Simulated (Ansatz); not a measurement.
## A computed series for Sn: pressure series

Start from Sn in the diamond structure (space group Fd-3m, No. 227; a = 6.6554 Å).

Cell and atoms are relaxed at each pressure.

Method: Ansatz (an electronic-structure program) PBE, spin-orbit coupling left out.

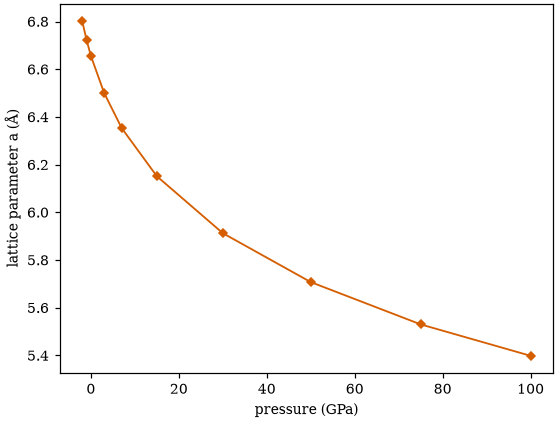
Lattice parameter a against pressure

### Question
From the plot, what is the lattice parameter a for pressure 7 GPa?

### Answer
About 6.4 Å.

### Question
Is the trend monotonic over the range shown?

### Answer
Yes, it falls throughout, spanning 5.399 Å to 6.803 Å.

Load acts through the strain it causes; cell and atoms are relaxed under it. Stability against distortions was not tested. Tetrahedral semiconductors of this kind turn to denser phases somewhere between about 1 and 50 GPa; those were not computed, so compressed cells here can lie past the real transition.
